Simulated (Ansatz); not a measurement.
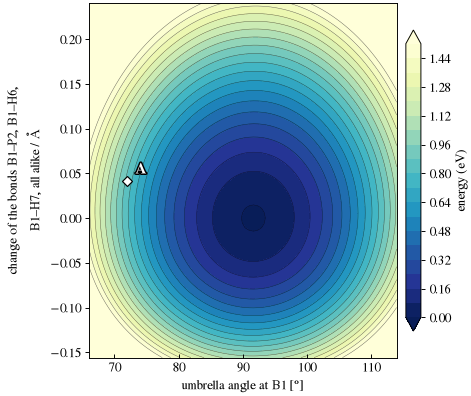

B2ClFH3P, SMILES BPB(F)Cl. The first coordinate is: umbrella angle at B1 (between each of its bonds and their common axis; 90 is planar); the second: change of the bonds B1–P2, B1–H6, B1–H7, all alike. Nothing is relaxed (all other coordinates rigid). Grid: 9 × 9 points. Points are written as (first, second). All energies are given in eV relative to the lowest grid point. Computed with RKS r2SCAN-D4/def2-SVP (Ansatz).

Drawn: filled contours, one colour for all values above the top of the scale, the point A. Between grid points the surface is interpolated.

Which way does the force act at A, and how strong is it?

Answer. A, at (72°, 0.042 Å), is not a stationary point. The computed force is 0.081 eV for each degree towards larger values of the first coordinate and 2.3 eV for each Å towards smaller values of the second coordinate.
